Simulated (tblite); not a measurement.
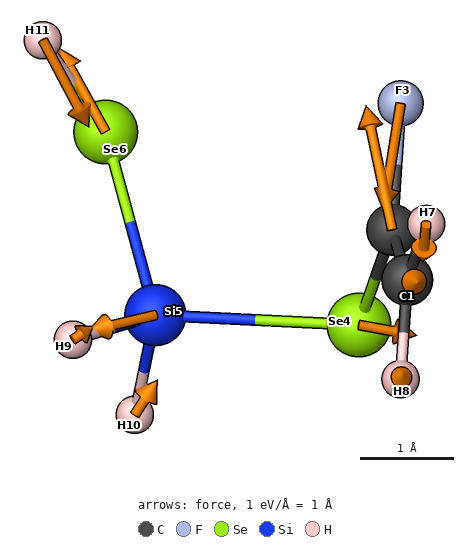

Starting geometry of C₂H₅FSe₂Si with the computed forces as orange arrows. A ball-and-stick model, seen from a free direction.

All numbers below come from GFN2-xTB geometry optimisation, gas phase in tblite. 

Q: Is this structure relaxed? If not, where do the atoms go?

A: It isn't relaxed: the largest force vector, on a C atom, is 1.41 eV/Å. The final displacements have little in common with the starting forces (cosine between the two patterns 0.17). The energy falls by 0.502 eV in 134 geometry steps. The F atom moves most after the best rigid fit: 1.94 Å. Largest moves by element: F 1.94 Å, H 1.44 Å, C 0.65 Å, Se 0.59 Å, Si 0.16 Å. Among the contacts that change: H–Se 1.526 → 1.434 Å, Se–Si 2.269 → 2.313 Å, C–F 1.377 → 1.352 Å, H–Si 1.475 → 1.453 Å. Bond angles that change, for instance: Si–Se–H 114.3° → 96.9°, C–Se–Si 110.7° → 97.8°, H–Si–H 107.1° → 115.2°. Groups turn about C–Se by about 75°, Se–Si by about 45°.
